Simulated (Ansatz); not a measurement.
# GeH₆OP (charge +1): what the fields show

The calculation's input:

```
crystal:
  periodic: [false, false, false]
  atoms:
    - {symbol: Ge, position_ang: [0.195904, -0.565629, -0.545528]}
    - {symbol: O, position_ang: [1.498730, -1.525930, -1.206819]}
    - {symbol: P, position_ang: [-1.499049, -2.288352, -0.294552]}
    - {symbol: H, position_ang: [1.674216, -1.423194, -2.154924]}
    - {symbol: H, position_ang: [-0.452519, 0.449880, -1.481339]}
    - {symbol: H, position_ang: [0.490339, -0.211966, 0.902347]}
    - {symbol: H, position_ang: [-1.947283, -2.831700, -1.519958]}
    - {symbol: H, position_ang: [-2.686021, -1.937934, 0.390485]}
    - {symbol: H, position_ang: [-0.995188, -3.402182, 0.414645]}
basis:
  gaussian:
    orbitals: def2-TZVPD
total_charge: 1
magnetization:
  spin_polarized: false
hamiltonian:
  xc: {name: PBE0}
output: {forces: true, orbitals: {seedname: orbitals}}
```

Launched as:

```sh
ansatz run input.yaml --threads 2 --pin off --max-ram 4350MiB --events-out events.jsonl --progress --plain --runs-dir runs
```

Geometry: r2SCAN-D4/def2-SVP.

Computed with isolated molecule in a Gaussian basis; Kohn-Sham density functional theory, functional PBE0 in Ansatz.

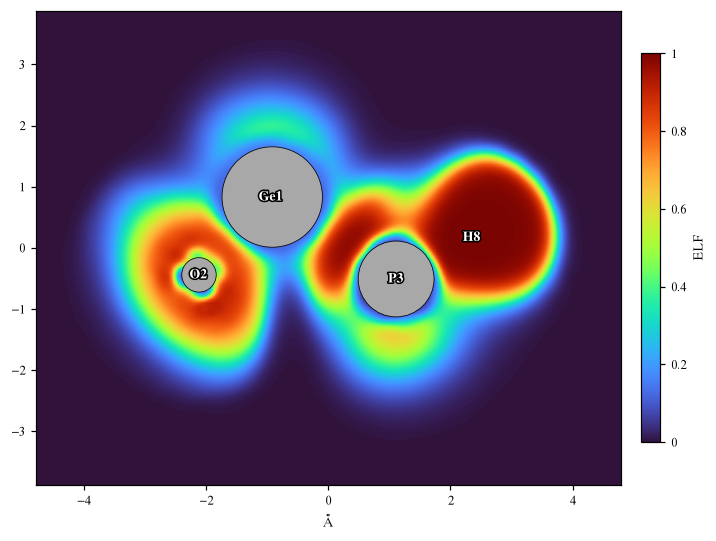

Figure 1. Electron localisation function on the plane of atoms O2, Ge1 and P3. Grey discs cover the atomic cores.

Describe what can be read from this map.

Answer. Atoms in the plane: Ge, O, P and H. Ge–O (1.75 Å): the ELF peaks at about 0.85 in the valence shell of O, 0.6 Å from its nucleus, and is about 0.35 at the midpoint. Ge–P (2.43 Å): the ELF peaks at about 1 between the atoms (a shared electron pair). P–H (1.41 Å): the ELF climbs to about 1 towards the hydrogen, as it does in any bond to H. The ELF also peaks beside O2, away from the bonds: lone-pair regions.

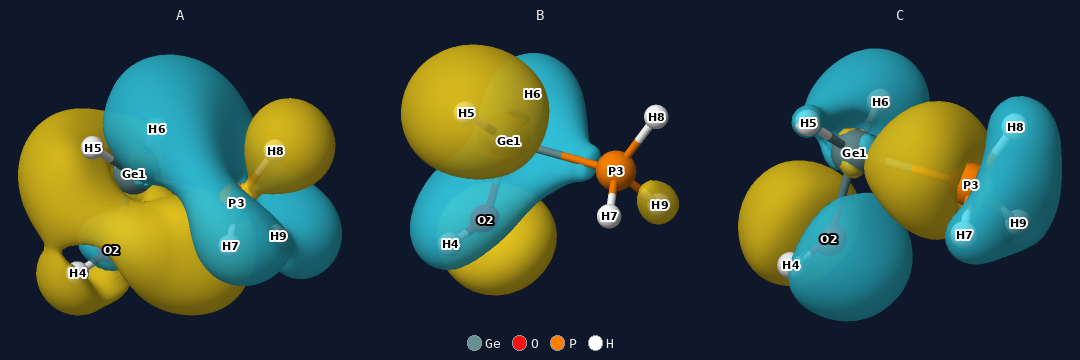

Figure 2. Three frontier orbitals at ±0.06 Å⁻³ᐟ² (yellow and cyan are the two phases), in no order.

Which picture is the HOMO−1, the HOMO and the LUMO?

Answer. B is the HOMO−1 (−14.60 eV). By Hirshfeld shares it lies mainly on O2 (about 50 %), Ge1 (about 20 %) and H5 (about 20 %). C is the HOMO (−13.77 eV). It lies mainly on O2 (about 60 %), P3 (about 15 %) and Ge1 (about 10 %). A is the LUMO (−5.74 eV). By Hirshfeld shares it lies mainly on Ge1 (about 35 %), P3 (about 30 %), O2 (about 5 %) and H8 (about 5 %).

What is the HOMO–LUMO gap?

Answer. 8.03 eV between the orbital energies.

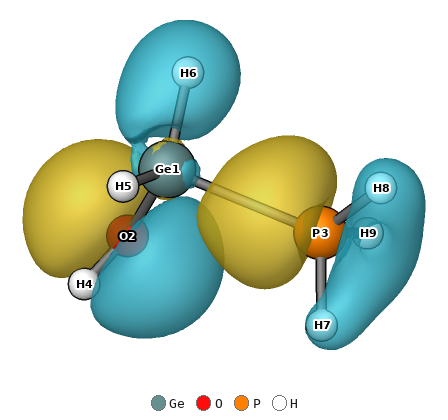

Figure 3. The HOMO at ±0.08 Å⁻³ᐟ² (yellow and cyan are the two phases), seen at a tilt.

Where does this orbital lie, and at what energy?

Answer. Its weight (Hirshfeld) is mainly on O2 (about 60 %), P3 (about 15 %) and Ge1 (about 10 %). Its energy is −13.77 eV.
